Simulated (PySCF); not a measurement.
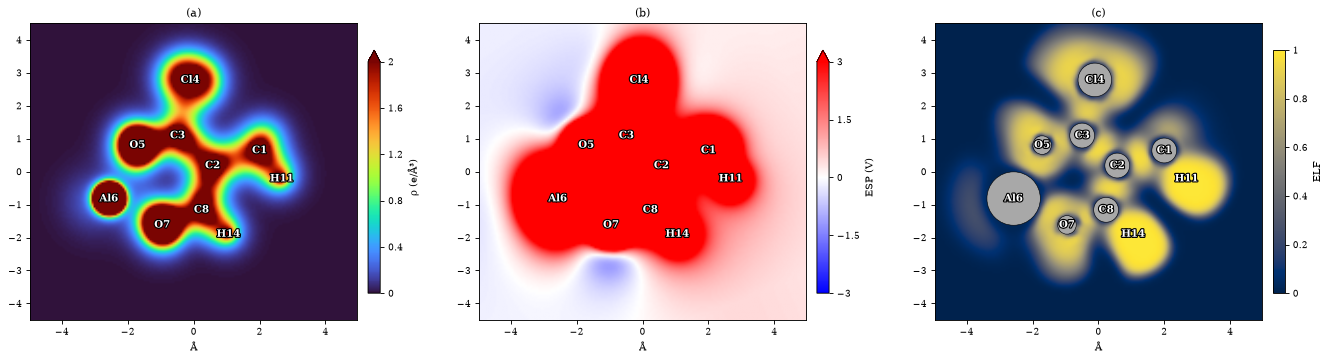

*C4H6AlClO2 (SMILES CC1=C(Cl)[O][AlH2-][O+]=C1). (a) electron density; (b) electrostatic potential; (c) electron localisation function on the plane of atoms C2, C3 and Cl4. Grey discs cover the atomic cores in the ELF map.*

Geometry: GFN2-xTB.

These are results of PySCF 2.14.0, PBE0/pcSseg-1, SCF density, gas phase, non-relativistic, not measurements.

```
atom    x (Å)    y (Å)    z (Å)
   C  -2.1675  -0.2756  -0.1195
   C  -0.6789  -0.1246  -0.0387
   C  -0.0706   1.1338   0.0494
  Cl  -1.0998   2.5277   0.0650
   O   1.1576   1.3545   0.1179
  Al   2.6000   0.2142   0.1339
   O   1.4397  -1.1643   0.0137
   C   0.1698  -1.2204  -0.0503
   H  -2.5574   0.2404  -0.9947
   H  -2.6449   0.1533   0.7593
   H  -2.4335  -1.3263  -0.1845
   H   3.3467   0.4190  -1.1953
   H   3.2144   0.2876   1.5423
   H  -0.2762  -2.2198  -0.1206
```

Interpret the plot.

The section cuts through C, Cl, O, Al and H sites.
C–O (1.25 Å): the density is about 3 e/Å³ at the midpoint; the ELF peaks at about 0.85 between the atoms: a short, strongly polar bond.
C–C (1.39 Å): the density is about 2.1 e/Å³ at the midpoint; the ELF peaks at about 0.95 between the atoms, as expected for a covalent bond.
C–Cl (1.73 Å): ρ is about 1.5 e/Å³ halfway; the ELF peaks at about 0.90 between the atoms: localised, covalent bonding.
Al–O (1.81 Å): ρ is about 0.65 e/Å³ halfway; the ELF peaks at about 0.90 in the valence shell of O, 0.6 Å from its nucleus, and is about 0.45 at the midpoint.
C–H (1.09 Å): the density is about 2 e/Å³ at the midpoint; the ELF climbs to about 1 towards the hydrogen, as it does in any bond to H; an ordinary covalent bond to hydrogen.
The ELF also peaks beside O7, O5 and Cl4, away from the bonds: lone-pair regions.
Outside the dense part of the molecule the potential is most negative (−1.1 V) near O7.
